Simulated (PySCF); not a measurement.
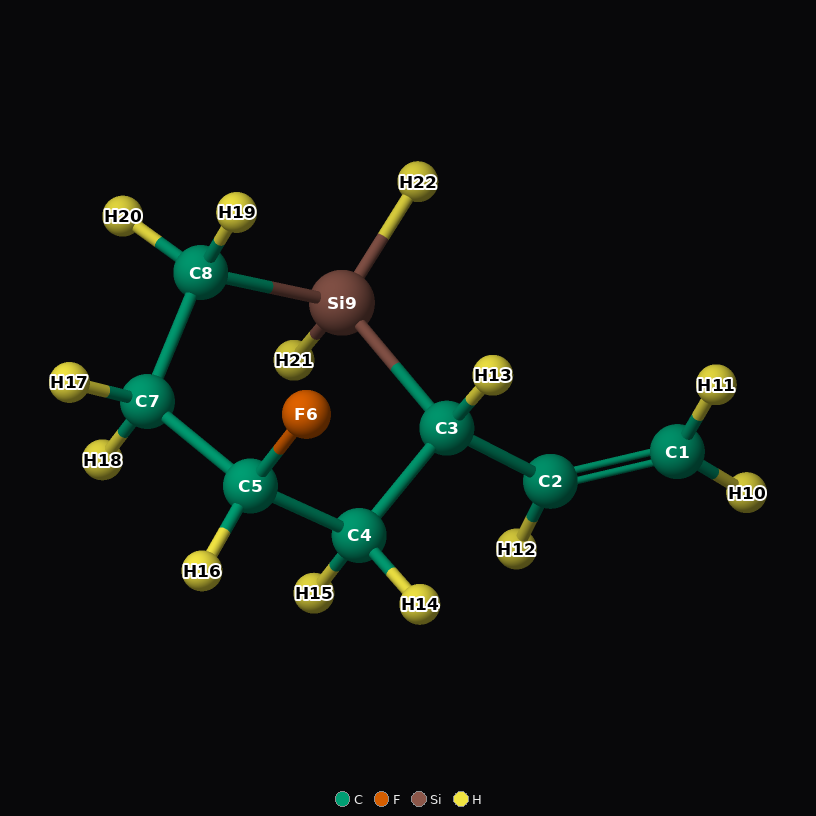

Computed geometry: PBE0-D3(BJ)/def2-SVP optimisation. No frequency run is at hand to confirm it as a minimum. Properties computed with delta-SCF UKS SCAN, pcX-2 on the ionised atom, pcseg-1 elsewhere, spin-free X2C (PySCF 2.14.0).

Give the core-electron binding energies (to vacuum; p and d levels without spin–orbit splitting) of C1 1s, C2 1s, C3 1s, C4 1s, C5 1s, F6 1s, C7 1s, C8 1s, Si9 1s, Si9 2p.

```csv
atom,level,binding energy (eV)
C1,1s,289.8
C2,1s,290.4
C3,1s,290.1
C4,1s,290.7
C5,1s,292.7
F6,1s,692.0
C7,1s,290.8
C8,1s,290.0
Si9,1s,1845.9
Si9,2p,106.3
```
